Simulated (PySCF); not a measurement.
**C6H6FO2 (charge −1): density, localisation and related maps**

```xyz
15

C    -1.7821   -0.6813    0.6203
C    -1.4299   -0.0989   -0.7099
C    -0.2339    0.3834   -1.0376
C     0.9529    0.3821   -0.1943
C     1.6193    1.4587    0.1614
F     1.2239    2.7478   -0.1658
C     1.5654   -1.0202    0.2796
O     2.2824   -1.5582   -0.5573
O     1.2405   -1.3518    1.4190
H    -0.8833   -0.8431    1.2103
H    -2.2966   -1.6352    0.4929
H    -2.4534   -0.0121    1.1656
H    -2.2376   -0.0514   -1.4345
H    -0.0895    0.8028   -2.0299
H     2.5175    1.4853    0.7581
```

Geometry: GFN2-xTB.

Level of theory: PBE0/pcSseg-1, SCF density, gas phase, non-relativistic (PySCF 2.14.0).

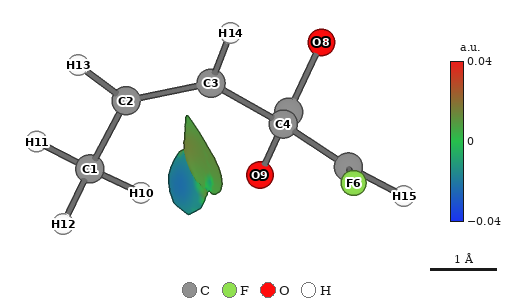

Figure 1. Non-covalent interaction (NCI) plot: the surface where the reduced density gradient is 0.6, for densities under 0.05 a.u., coloured by sign(λ₂)ρ; seen from one side.

What holds or crowds the atoms apart from the covalent bonds?

H10···O9 (2.2 Å): a weak contact, attractive (blue-green) on one side and crowded (olive to red) on the other.

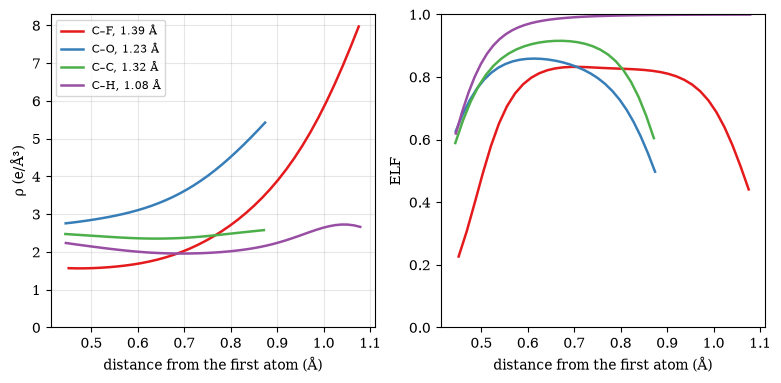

Figure 2. Electron density and ELF along straight lines between neighbouring atoms. The curves leave out the atomic cores.

What kind of bonding do the profiles show?

C–F (1.39 Å): ρ is about 2 e/Å³ halfway, with its minimum of 1.6 e/Å³ about 0.5 Å from C; the ELF peaks at about 0.85 between the atoms, as expected for a polar covalent bond.
C–O (1.23 Å): ρ is about 3.2 e/Å³ halfway; the ELF peaks at about 0.85 between the atoms: a short, multiple covalent bond.
C–C (1.32 Å): the density is about 2.4 e/Å³ at the midpoint; the ELF peaks at about 0.90 between the atoms (a short, multiple covalent bond).
C–H (1.08 Å): ρ is about 2.1 e/Å³ halfway; the ELF climbs to about 1 towards the hydrogen, as it does in any bond to H; a covalent bond by its length.
